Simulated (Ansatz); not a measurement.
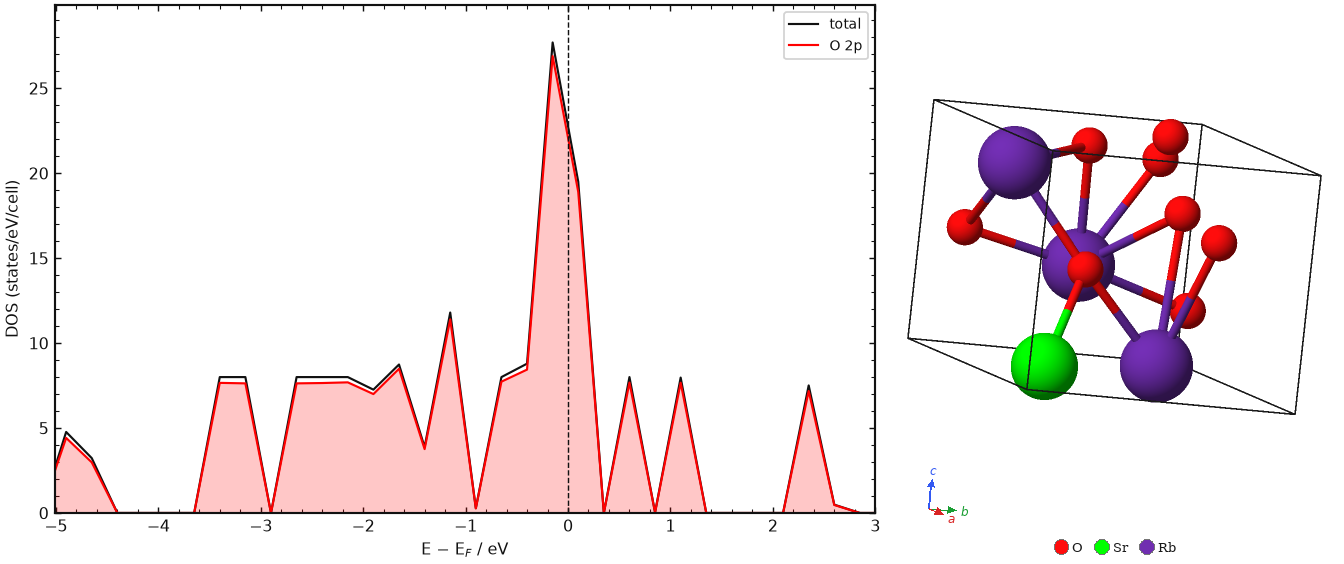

Density of states, beside the structure. Energies are counted from the Fermi level. The partial curves are projected on Löwdin-orthogonalised atomic shells.

Structure: Rb$_{3}$SrO$_{8}$ (amorphous cell), 12 atoms in the cell, cell charge +2 e.

Method: DFT with m-r2SCAN, PAW plane waves, no spin polarisation, 3×3×4 k mesh, 500 eV cutoff, Fermi-Dirac smearing of 0.1 eV (Ansatz 0.2.0).

Question: What is the density of states at the Fermi level?

Answer: It is a metal. The density of states at the Fermi level isn't well fixed here: it changes fast, and within 0.3 eV it runs from 3.9 to 28 per eV and cell.

Question: Where is the tallest peak in the window, and which states make it?

Answer: The tallest peak in the window is at −0.2 eV; by projected weight it is O 2p almost alone.

The electron count is odd and the run has no spin polarisation, so a magnetic state may lie lower. The atoms aren't at rest in this cell (largest force 4.5 eV/Å), so the relaxed material can differ. The cell carries a charge of +2 e on a uniform background.
